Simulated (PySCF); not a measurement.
Ti(O)2, SMILES [O]=[Ti]=[O], PBE0/def2-SVP optimised geometry. Atoms within 1.6 Å of the plane z = 0.8 Å (x, y, z in Å): Ti1 (-0.53, -0.76, 0.00), O2 (-1.09, 0.76, 0.00), O3 (1.09, -0.76, 0.00).

Level of theory: PBE0/def2-TZVP (PySCF).

Map of the Laplacian of the electron density (e/bohr⁵) on the plane z = 0.8 Å:

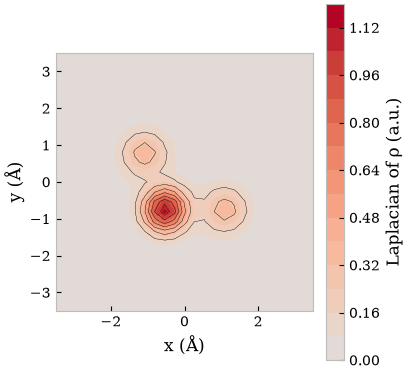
Fig. 1. Laplacian of the electron density (e/bohr⁵) on the plane z = 0.8 Å.
